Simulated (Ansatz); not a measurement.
Input file:

```
crystal:
  periodic: [false, false, false]
  atoms:
    - { symbol: B, position_ang: [0.0, 0.0, 0.0] }
    - { symbol: Cl, position_ang: [0.0, 0.0, 2.21] }
    - { symbol: F, position_ang: [1.1431, 0.0, -0.66] }
    - { symbol: F, position_ang: [-1.1431, 0.0, -0.66] }
    - { symbol: "N", position_ang: [0.0773, -1.7539, 0.5833] }
    - { symbol: H, position_ang: [-0.441, -2.5119, 0.0539] }
    - { symbol: Si, position_ang: [1.0434, -2.1779, 2.0663] }
    - { symbol: H, position_ang: [1.2276, -3.6248, 2.1308] }
    - { symbol: H, position_ang: [2.3474, -1.5244, 2.0018] }
    - { symbol: H, position_ang: [0.3313, -1.7252, 3.2578] }
    - { symbol: H, position_ang: [0.0556, -1.2621, 1.6502] }
basis:
  gaussian: { orbitals: def2-SVP }
hamiltonian:
  xc: blyp
  dispersion: d4
relax:
  f_tol: 0.15
  max_steps: 25
  restrain:
    - { distance: [0, 4], at: 2.75, k: 30.0 }
    - { distance: [10, 1], at: 2.57, k: 30.0 }
    - { distance: [0, 1], at: 1.86, k: 30.0 }
    - { distance: [10, 4], at: 1.06, k: 30.0 }
output:
  orbitals: {}
```

Launched as:

```sh
ansatz run input.yaml --threads 4 --pin off --max-ram 5120MiB --backend cpu --events-out ev --progress --plain --runs-dir out
```

The fields are those of the run's last geometry, not of the input's.

Not at a stationary point (largest force 0.9 eV/Å).

These are results of RKS BLYP-D4/def2-SVP in Ansatz 0.2.0, not measurements.

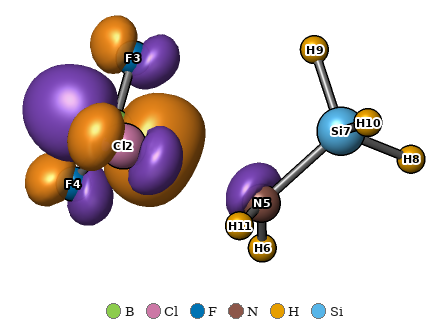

BClF2···H5NSi. One frontier orbital at ±0.15 Å⁻³ᐟ² (orange and purple are the two phases), seen across its widest extent.

Which orbital is it: HOMO or LUMO?

The LUMO, at −0.37 eV. Its weight (Hirshfeld) is mainly on B1 (about 50 %), Cl2 (about 15 %), F4 (about 10 %) and F3 (about 10 %).
